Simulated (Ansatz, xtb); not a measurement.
**Ligand exchange: C3H4O + B(CH3)2(SH) → C3H4S + B(CH3)2(OH)**

Species: C3H4O (propargyl alcohol) `C#CCO`, singlet; B(CH3)2(SH), singlet; C3H4S (2-propyne-1-thiol) `C#CCS`, singlet; B(CH3)2(OH), singlet. The partners trade OH for SH: C–OH and B–SH bonds give way to C–SH and B–OH.

Shapes, held fixed at every level: PBE0-D4/def2-TZVP. Flexible molecules stand in one conformer, not always the lowest. Programs: Ansatz 0.2.0, xtb 6.7.1. The zero-point and thermal change to 298 K, harmonic and unscaled (PBE0-D4/def2-TZVP), is -0.8 kJ/mol.

```tsv
level	kind	ΔH(298 K) (kJ/mol)	less CCSD(T)/CBS estimate
GFN2-xTB	semi-empirical	-63.1	+21.8
HF/def2-TZVPP	Hartree–Fock	-86.2	-1.3
PBE-D4/def2-TZVPP	GGA	-75.9	+9.0
r2SCAN-D4/def2-TZVPP	meta-GGA	-78.9	+6.0
BHLYP-D4/def2-TZVPP	global hybrid	-84.9	0.0
r2SCAN0-D4/def2-TZVPP	global hybrid	-80.8	+4.1
wB97X-V/def2-TZVPP	range-separated hybrid	-81.1	+3.8
CCSD/def2-SVP	coupled cluster or CI	-82.4	+2.5
CCSD(T)/CBS estimate	coupled cluster or CI	-84.9	0.0
```

The highest level, CCSD(T)/CBS estimate, gives ΔH(298 K) = -84.9 kJ/mol; the levels span -86.2 to -63.1. The column of differences is taken from that level and isn't an error. No measured value is set beside it here. The CBS estimate extrapolates MP2 from def2-TZVPP and def2-QZVPP and adds CCSD(T) − MP2 in the triple-zeta set, cores frozen.

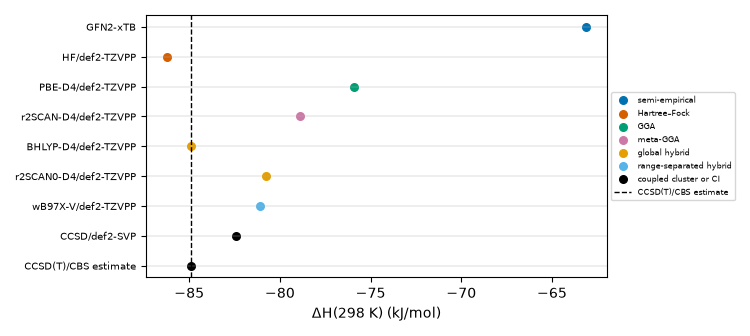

The values of the table, level by level.
